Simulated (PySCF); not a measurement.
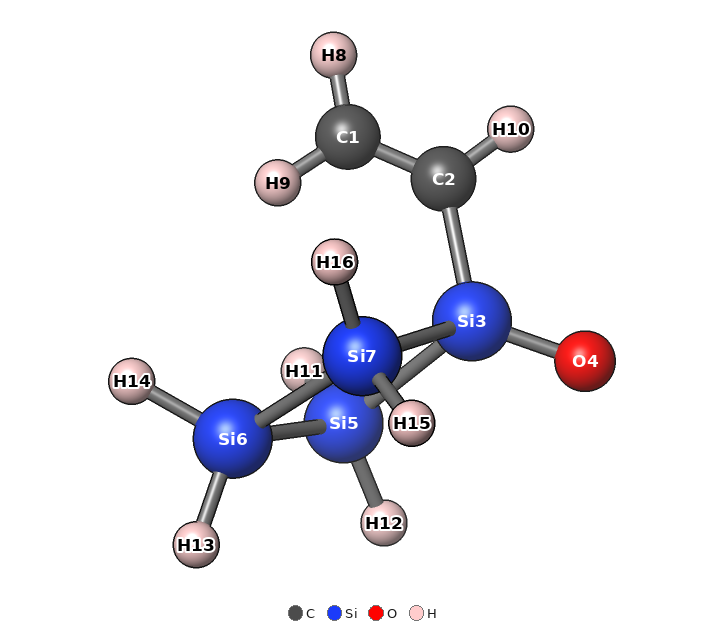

The species is neutral and a spin doublet. The geometry was computed by an optimisation with GFN2-xTB. No frequency run is at hand to confirm it as a minimum. Method: UKS B3LYP, pcH-1 on C H O Si, non-relativistic (PySCF 2.14.0).

Give the isotropic hyperfine couplings (Fermi-contact term alone) of C1, C2, Si3, O4, Si5, Si6, Si7, H8, H9, H10, H11, H12, H13, H14, H15, H16.

| atom | isotope | a_iso (MHz) |
| --- | --- | --- |
| C1 | 13C | 3.2 |
| C2 | 13C | −10.2 |
| Si3 | 29Si | 82.1 |
| O4 | 17O | −23.4 |
| Si5 | 29Si | −138.2 |
| Si6 | 29Si | 10.6 |
| Si7 | 29Si | −139.1 |
| H8 | 1H | −3.1 |
| H9 | 1H | −2.6 |
| H10 | 1H | −0.9 |
| H11 | 1H | 18.3 |
| H12 | 1H | 4.1 |
| H13 | 1H | −4.4 |
| H14 | 1H | −3.2 |
| H15 | 1H | 4.1 |
| H16 | 1H | 18.4 |

The geometry is semi-empirical. Around Si such bond lengths and angles can be off by a tenth of an ångström or more and by several degrees, and values that hang on the shape move with them.
